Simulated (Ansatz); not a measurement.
## ZrB2 (AlB2 type, space group P6/mmm), scan of one atom of the cell

Starting cell, ZrB$_{2}$ (AlB2 type, space group P6/mmm):

```
ZrB2
1.0
    6.33540     0.00000     0.00000
   -1.58385     2.74331     0.00000
    0.00000     0.00000     3.55026
Zr B
2 4
Direct
  0.00000   0.00000   0.00000
  0.50000   0.00000   0.00000
  0.16667   0.66667   0.50000
  0.66667   0.66667   0.50000
  0.33333   0.33333   0.50000
  0.83333   0.33333   0.50000
```

In each cell atom 2 (Zr, nearest neighbour B at 2.549 Å; its periodic images, 3.2 Å or more away, move with it) moves by s·(0.577, 0.577, 0.577) (along Cartesian [111]), the rest being held.

Calculation: r2SCAN (plane waves to 500 eV, PAW, scalar-relativistic; Ansatz, an electronic-structure program). k mesh 7×14×11 (Γ-centred), Fermi-Dirac smearing 0.05 eV. Energies are smeared free energies. With partly filled bands, energies and forces of such displacements shift with the k mesh and the smearing. ZrB2 is run without spin polarisation. ZrB2 was relaxed with its symmetry unable to fall. ΔE is measured from the undisplaced structure.

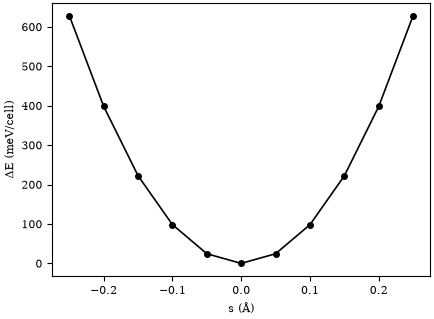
*ΔE (meV/cell) against s (Å); markers are the computed points, lines only join them.*

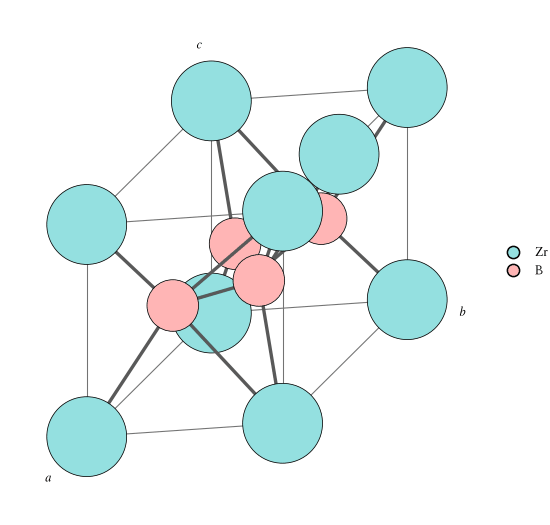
Figure: The cell of the calculation at s = -0.250 Å.

The energy at s = 0.250 Å is 629 meV/cell. The force along the line at s = -0.250 Å comes out as 5.17 eV/Å. The force constant k = d²E/ds² at s = 0 (finite differences) is 19.6 eV/Å². Shape of the curve: a single well with its minimum at or next to zero displacement. Symmetry of the curve: even: the same for both signs.

The forces along the line at the two nearest points give (0.980 − (-0.980)) / (2·0.050) = 19.60 eV/Å²; the next pair corrects for the finite step.

(A displaced cell: forces are minus the slopes of the energy, force constants its curvatures, and phonons follow from these.)
